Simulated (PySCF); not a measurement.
**GeH2 (SMILES [GeH2]) at PBE/ccECP-cc-pVDZ (core potential)**

Aim: the vertical ionisation energy of GeH2 at PBE/ccECP-cc-pVDZ (core potential), from 2 runs. 

Program for the calculation: PySCF 2.14.0.

5 further runs of the same task are left out: 5 set aside as unsound or not needed.

## (1) The molecule

The species is GeH2 (3 atoms), meant as a singlet with charge 0. SMILES: `[GeH2]`. The coordinates come from a PBE0-D4/def2-TZVP relaxation.

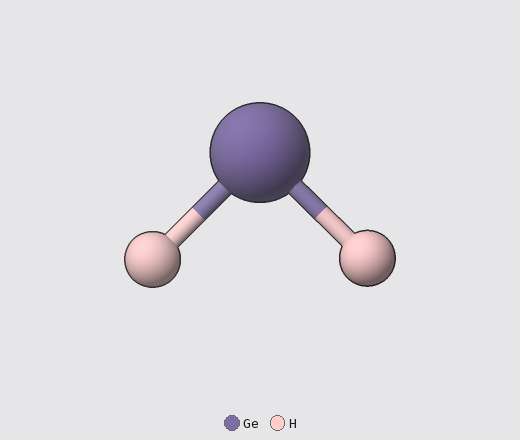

Viewed from a chosen angle; germanium purple, hydrogen pink.

## (2) A single-point energy at PBE/ccECP-cc-pVDZ (core potential)

input.py

```python
from pyscf import gto, dft

system = gto.M(
    atom='''
Ge    -1.077333     0.765528    -0.498321
H      1.479656     1.405200     0.961871
H     -0.402323    -2.170728    -0.463550
''',
    unit='bohr',
    verbose=3,
    charge=0,
    max_memory=1860,
    ecp={'Ge': 'ccecp', 'H': 'ccecp'},
    basis='ccecp-cc-pvdz',
)

ks = dft.RKS(system)
ks.xc = 'pbe'
ks.grids.level = 5
ks.conv_tol = 1e-10
ks.kernel()
if not ks.converged:
    ks = ks.newton().run(ks.mo_coeff, ks.mo_occ)

etot = ks.e_tot
print('E(%s) = %.9f' % ('PBE', etot))
```

The run is started by

```bash
$ OMP_NUM_THREADS=1 python input.py
```

The program printed:

```text
converged SCF energy = -4.96907502676698
E(PBE) = -4.969075027
```

Wall time 1.7 s (1 thread of Arm Neoverse V1, shared host); peak memory 0.18 GiB.

## (3) The doublet cation at the same level

input.py

```python
from pyscf import gto, dft

mol = gto.Mole()
mol.atom = 'Ge -0.570100 0.405100 -0.263700; H 0.783000 0.743600 0.509000; H -0.212900 -1.148700 -0.245300'
mol.verbose = 4
mol.basis = 'ccecp-cc-pvdz'
mol.ecp = {'Ge': 'ccecp', 'H': 'ccecp'}
mol.spin = 1
mol.max_memory = 1860
mol.charge = 1
mol.build()

mf = dft.UKS(mol)
mf.xc = 'pbe'
mf.conv_tol = 1e-10
mf.grids.level = 5
mf.kernel()
if not mf.converged:
    mf = mf.newton().run(mf.mo_coeff, mf.mo_occ)

e_final = mf.e_tot
print('E(%s) = %.9f' % ('PBE', e_final))
```

The run is started by

```bash
$ OMP_NUM_THREADS=1 python input.py
```

The program printed:

```text
PySCF version 2.14.0

[INPUT] num. atoms = 3
[INPUT] num. electrons = 5
[INPUT] charge = 1
[INPUT] spin (= nelec alpha-beta = 2S) = 1
[INPUT] symmetry False subgroup None
[INPUT] Mole.unit = angstrom
[INPUT] Symbol           X                Y                Z      unit          X                Y                Z       unit  Magmom
[INPUT]  1 Ge    -0.570100000000   0.405100000000  -0.263700000000 AA   -1.077332863615   0.765528053061  -0.498320779048 Bohr   0.0
[INPUT]  2 H      0.783000000000   0.743600000000   0.509000000000 AA    1.479655555534   1.405200346227   0.961870597404 Bohr   0.0
[INPUT]  3 H     -0.212900000000  -1.148700000000  -0.245300000000 AA   -0.402322691920  -2.170728399288  -0.463549818356 Bohr   0.0

nuclear repulsion = 2.88841508486013
number of shells = 11
number of NR pGTOs = 69
number of NR cGTOs = 23
basis = ccecp-cc-pvdz
ecp = {'Ge': 'ccecp', 'H': 'ccecp'}

******** <class 'pyscf.dft.uks.UKS'> ********
method = UKS
initial guess = minao
damping factor = 0
level_shift factor = 0
DIIS = <class 'pyscf.scf.diis.CDIIS'>
diis_start_cycle = 1
diis_space = 8
diis_damp = 0
SCF conv_tol = 1e-10
SCF conv_tol_grad = None
SCF max_cycles = 50
direct_scf = True
direct_scf_tol = 1e-13
number electrons alpha = 3  beta = 2
XC library pyscf.dft.libxc version 7.0.0
    S. Lehtola, C. Steigemann, M. J.T. Oliveira, and M. A.L. Marques.,  SoftwareX 7, 1–5 (2018)
XC functionals = pbe
    J. P. Perdew, K. Burke, and M. Ernzerhof.,  Phys. Rev. Lett. 77, 3865 (1996)
    J. P. Perdew, K. Burke, and M. Ernzerhof.,  Phys. Rev. Lett. 78, 1396 (1997)
    J. P. Perdew, K. Burke, and M. Ernzerhof.,  Phys. Rev. Lett. 77, 3865 (1996)
    J. P. Perdew, K. Burke, and M. Ernzerhof.,  Phys. Rev. Lett. 78, 1396 (1997)
radial grids:
    Treutler-Ahlrichs [JCP 102, 346 (1995); DOI:10.1063/1.469408] (M4) radial grids

becke partition: Becke, JCP 88, 2547 (1988); DOI:10.1063/1.454033
pruning grids: <function nwchem_prune>
grids dens level: 5
symmetrized grids: False
atomic radii adjust function: <function treutler_atomic_radii_adjust>
small_rho_cutoff = 0
Set gradient conv threshold to 1e-05
tot grids = 91816
init E= -4.75359408426054
[... the frontier-level lines of each cycle are left out ...]

cycle= 1 E= -4.61028182823468  delta_E= 0.143  |g|= 0.11  |ddm|= 1.85
cycle= 2 E= -4.6162784186043  delta_E= -0.006  |g|= 0.088  |ddm|= 0.994
cycle= 3 E= -4.62521659699748  delta_E= -0.00894  |g|= 0.0181  |ddm|= 0.393
cycle= 4 E= -4.62558172594045  delta_E= -0.000365  |g|= 0.00187  |ddm|= 0.057
cycle= 5 E= -4.62558664829683  delta_E= -4.92e-06  |g|= 0.00035  |ddm|= 0.0101
cycle= 6 E= -4.6255868936203  delta_E= -2.45e-07  |g|= 8.74e-05  |ddm|= 0.00225
cycle= 7 E= -4.62558691147786  delta_E= -1.79e-08  |g|= 1.35e-05  |ddm|= 0.000723
cycle= 8 E= -4.62558691166743  delta_E= -1.9e-10  |g|= 1.23e-05  |ddm|= 0.000124
cycle= 9 E= -4.62558691186058  delta_E= -1.93e-10  |g|= 6.91e-07  |ddm|= 5.62e-05
cycle= 10 E= -4.62558691186146  delta_E= -8.81e-13  |g|= 9.45e-08  |ddm|= 3.94e-06
Extra cycle  E= -4.62558691186144  delta_E= 2.58e-14  |g|= 5.21e-08  |ddm|= 4.54e-07
converged SCF energy = -4.62558691186144  <S^2> = 0.75252182  2S+1 = 2.0025202
E(PBE) = -4.625586912
```

Run time: 2.6 s. Hardware: 1 thread of Arm Neoverse V1, shared host; peak memory 0.19 GiB.

## (4) Results

Level: PBE/ccECP-cc-pVDZ (core potential).

| quantity | value |
| --- | --- |
| singlet GeH2: total energy | -4.96908 Eh |
| singlet GeH2: dipole moment | 0.50 D |
| singlet GeH2: HOMO energy | -5.85 eV |
| singlet GeH2: LUMO energy | -3.90 eV |
| singlet GeH2: HOMO–LUMO gap | 1.95 eV |
| doublet cation: total energy | -4.62559 Eh |
| doublet cation: HOMO energy (highest over α and β) | -14.50 eV |
| doublet cation: LUMO energy (lowest over α and β) | -12.68 eV |
| doublet cation: ⟨S²⟩ | 0.753 |
| vertical ionisation energy (to the doublet cation) | 9.347 eV |

The vertical ionisation energy comes to 9.35 eV (216 kcal/mol). −ε(HOMO) before ionisation, 5.85 eV, is 3.50 eV below this ionisation energy. Mulliken charges (singlet GeH2) run from -0.06 on H2 to +0.11 on Ge1; they depend strongly on the basis.
